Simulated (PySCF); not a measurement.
Sn(OH)H3 (H4OSn).

Computed with PySCF, HF/def2-SVPD, geometry: GFN2-xTB. Core potentials replace the inner electrons of Sn; spin–orbit coupling isn't included. No frequency check shows the geometry to be a minimum. GFN2-xTB bond lengths at metals and heavier atoms can be off by up to 0.1 Å and shapes distorted, which carries into these values.

Coordinates in Å:

```
Sn1     -0.2669    0.0015    0.0001
O2       1.6688   -0.1015   -0.0002
H3       2.1651    0.7130   -0.0026
H4      -0.7571    0.7781   -1.3903
H5      -0.7529    0.8398    1.3560
H6      -0.6602   -1.5943    0.0346
```

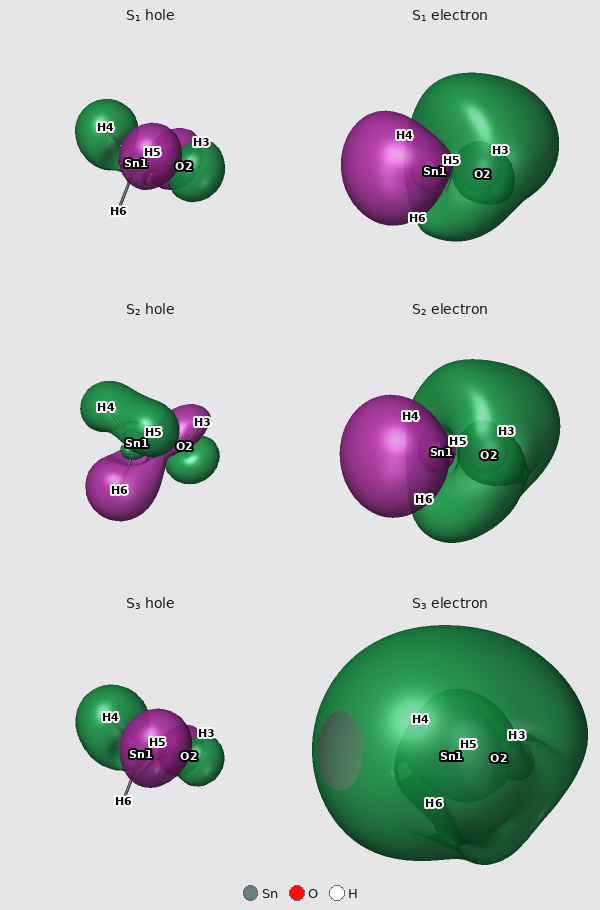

Leading natural transition orbitals (CIS singlet states).

Describe these excited states.

Answer. By state:
- S₁: 7.78 eV (159 nm), f = 0.004, partly diffuse acceptor orbital; the leading pair carries 94 %; hole on O2 (51 %), Sn1 (20 %) and H4 and H5 (13 % each), electron on Sn1 (56 %), O2 (17 %) and H3 (14 %) (atom shares of so diffuse an orbital are rough); their centroids lie 0.4 Å apart.
- S₂: 8.57 eV (145 nm), f = 0.061, partly diffuse acceptor orbital; the leading pair carries 91 %; hole on O2 (31 %), Sn1 (30 %) and H6 (19 %), electron on Sn1 (60 %), O2 (15 %) and H3 (11 %) (atom shares of so diffuse an orbital are rough); their centroids lie 0.4 Å apart.
- S₃: 9.13 eV (136 nm), f = 0.067, diffuse (Rydberg-like) orbital; the leading pair carries 84 %; hole on Sn1 (30 %), O2 (28 %) and H4 and H5 (20 % each), electron on Sn1 (62 %), H3 (10 %) and O2 (9 %) (atom shares of so diffuse an orbital are rough) (shares are of the whole state, not of the leading pair alone); their centroids lie 0.8 Å apart.
